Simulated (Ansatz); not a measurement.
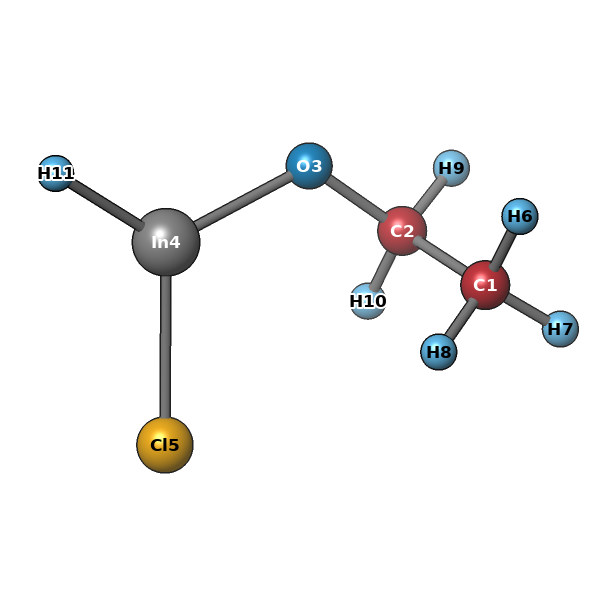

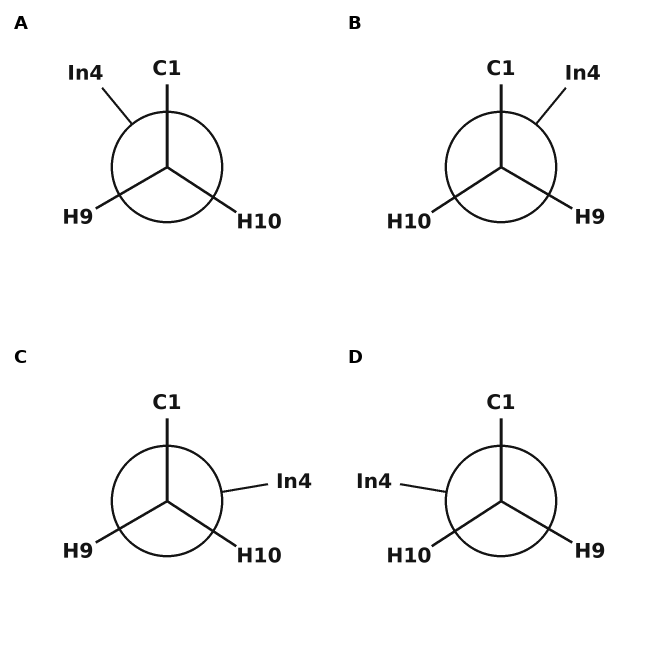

Depth is shown by fading: the farther an atom, the more it takes the colour of the background. Bonds that would overlap in a projection are set slightly apart. The geometry was computed by an optimisation with PBE0-D4/def2-TZVP.

Question: Which Newman projection shows the view along C2–O3, with C2 in front?

Answer: D. The torsion angle C1–C2–O3–In4 is −81°, about perpendicular.
